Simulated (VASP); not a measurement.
Band structure of WS₂ (relaxed from the CdI2 structure, space group P-3m1). Computed with r2SCAN meta-GGA, VASP's PBE PAW potentials (set 64) (plane waves; VASP 6.6.1).

Unless said otherwise, spin-orbit coupling is left out, though it shifts the bands of the heavy elements here.

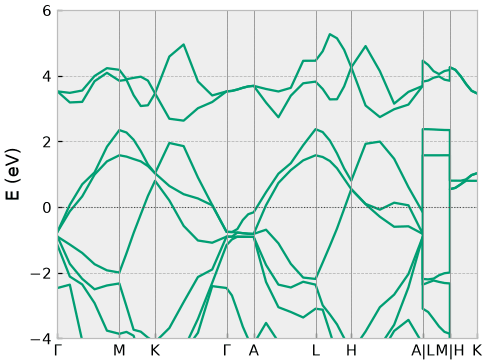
Bands along high-symmetry lines, zero at the valence-band maximum or, without a gap, the Fermi level

Read the plot: is there a gap, and where are the band edges?

It has no gap at this level: it comes out as a metal or semimetal.

The structure was generated: WS2 was put into the CdI2 type (P-3m1), which need not be its known phase. It was relaxed first, which changed the volume by -11 %.
